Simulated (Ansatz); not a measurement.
# BFH4SiSn: up Jacob's ladder to CCSD(T)

How much do the methods differ for BFH4SiSn? The plan is to run it at one geometry with functionals of several rungs and with coupled cluster. The yardstick is the atomisation energy at the CCSD(T) limit.

Computed with Ansatz 0.2.0, Gaussian basis. Level: functionals in def2-TZVPP, the program's frozen cores in correlated methods.

Levels to be run: LDA (SPW92), PBE-D4, revPBE-D4, BLYP-D4, r2SCAN-D4, B97M-V, PBE0-D4, B3LYP-D4, r2SCANh-D4, r2SCAN0-D4, HSE06-D4, BHLYP-D4, CAM-B3LYP-D4, LC-ωPBE, ωB97X-V, ωB97M-V, B2PLYP, PBE-QIDH; CCSD(T)/def2-SVP; CCSD(T)/def2-TZVPP; MP2/def2-QZVPP; extrapolation to the limit; RPA on PBE.

## Step 1: Structure used throughout

All runs share one geometry, relaxed beforehand with PBE0-D4 in a triple-zeta def2 set. Sn takes the def2 core potential; no spin-orbit term is included.

8 atoms, charge 0, spin multiplicity 1.

Atoms are counted from 1 here; the program's logs count them from 0.

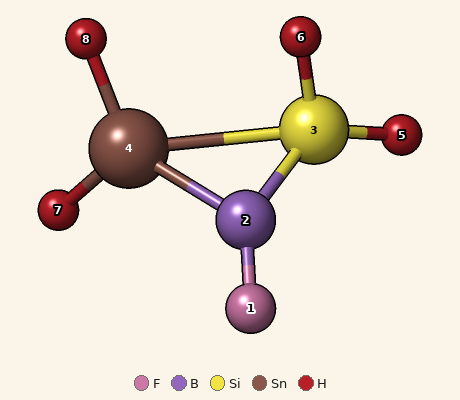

The structure; fluorine pink, boron purple, silicon yellow, tin brown, hydrogen red; atoms are numbered from 1 in the order of the file.

## Step 2: LDA

This LDA is Slater exchange with PW92 correlation.

Input file in.yaml:

```yaml
crystal:
  periodic: [false, false, false]
  atoms:
    - {symbol: F, position_ang: [2.415878, -0.732026, 0.525462]}
    - {symbol: B, position_ang: [1.183956, -0.281226, 0.597737]}
    - {symbol: Si, position_ang: [0.191463, 1.330087, 0.175016]}
    - {symbol: Sn, position_ang: [-0.629606, -1.161626, -0.387816]}
    - {symbol: H, position_ang: [0.597657, 2.656707, -0.370621]}
    - {symbol: H, position_ang: [-0.947679, 1.434232, 1.124737]}
    - {symbol: H, position_ang: [-0.459861, -2.083767, -1.819282]}
    - {symbol: H, position_ang: [-2.259606, -1.219481, 0.098966]}
basis:
  gaussian: {orbitals: def2-TZVPP}
hamiltonian: {xc: lda}
output: {orbitals: {seedname: orbitals}}
```

Started as:

```sh
$ ansatz run in.yaml --threads 2 --pin off --events-out ev --progress --plain --max-ram 4352MiB
```

Further steps of the session: PBE-D4 (GGA); revPBE-D4 (GGA); BLYP-D4 (GGA); r2SCAN-D4 (meta-GGA); B97M-V (meta-GGA); B3LYP-D4 (hybrid); r2SCANh-D4 (hybrid); r2SCAN0-D4 (hybrid); HSE06-D4 (hybrid); BHLYP-D4 (hybrid); CAM-B3LYP-D4 (range-separated); LC-ωPBE (range-separated); ωB97X-V (range-separated); ωB97M-V (range-separated); B2PLYP (double hybrid); PBE-QIDH (double hybrid); CCSD(T) in def2-SVP; CCSD(T) in def2-TZVPP; MP2 in def2-QZVPP; RPA on PBE orbitals.

Before running them: what should the planned runs give, taken together? Wanted: atomisation energy, CCSD(T)/CBS; farthest beyond LDA; mean size of error, GGA; mean size of error, meta-GGA; mean size of error, hybrid; mean size of error, range-separated; mean size of error, double hybrid; gap, smallest and largest; T1 diagnostic.

The runs gave:

| quantity | value |
| --- | --- |
| atomisation energy, CCSD(T)/CBS | 551.0 kcal/mol |
| functionals within 5.5 kcal/mol (1.0 %) | BLYP-D4, r2SCAN-D4, PBE0-D4, B3LYP-D4, r2SCANh-D4, HSE06-D4, CAM-B3LYP-D4, ωB97X-V, ωB97M-V |
| farthest beyond LDA | BHLYP-D4 (-19.6 kcal/mol) |
| mean size of error, GGA | 6.7 kcal/mol |
| mean size of error, meta-GGA | 8.7 kcal/mol |
| mean size of error, hybrid | 5.9 kcal/mol |
| mean size of error, range-separated | 3.9 kcal/mol |
| mean size of error, double hybrid | 9.2 kcal/mol |
| gap, smallest and largest | 2.84 eV (LDA (SPW92)), 8.85 eV (LC-ωPBE) |
| T1 diagnostic | 0.0165 |
| triples share of the correlation energy | 3.7 % |

What this shows: The LDA atomisation energy is off by 87.8 kcal/mol (16 %): it overbinds. PBE-D4 is off by +8.2 kcal/mol. Double hybrids carry the basis error of their MP2 part in triple zeta, and no dispersion term here, so their miss is partly the set-up's. Taken by rung, range-separated functionals do best (3.9 kcal/mol on average) and double hybrid ones worst beyond LDA (9.2 kcal/mol). The gap between the best rungs is small, so their order is not settled. The reference freezes the cores and leaves out spin-orbit coupling and excitations past (T), and its outer-core shells are covered unevenly, so misses under about 5.5 kcal/mol can't be ranked. All levels share the lack of spin-orbit coupling, which lowers the free heavy atoms and so the true binding. Hartree-Fock recovers 70 % of the binding; the rest is correlation. CCSD(T) in def2-SVP is off by -40.4 kcal/mol, so the small basis spoils what the method gains. The gap grows from 2.8 to 8.8 eV across the functionals, mostly with the share of exact exchange. Correlated methods include outer-core shells of Sn, which these sets cover unevenly.
